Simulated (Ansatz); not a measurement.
An ideal cubic perovskite cell is held by its symmetry; such compounds can tilt or shift off centre at room temperature. The starting structures come from a database of crystals and need not be the phases stable at ambient conditions.

 Where the default PAW files enter, the runs use the earlier of Ansatz's two default sets.

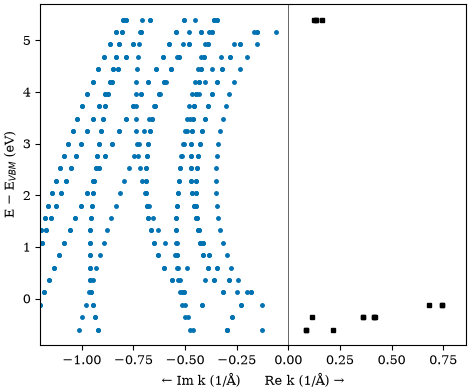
*Complex bands at the centre of the two-dimensional zone; r2SCAN in Ansatz (an electronic-structure program)*

No gap correction and no spin-orbit coupling; mid-gap values are interpolated between computed energies.

### Question
This is CsCaBr₃ (Pm-3m, cubic perovskite, not sure to be the ambient phase, 5 atoms a cell, 37.2 Å³ an atom) along the normal of (111). Read off the slowest decay at the centre of the two-dimensional zone at 2.52 eV, the computed energy nearest the middle of the gap.

### Answer
κ ≈ 0.35 1/Å, a decay length 1/(2κ) of the density of 1.4 Å.
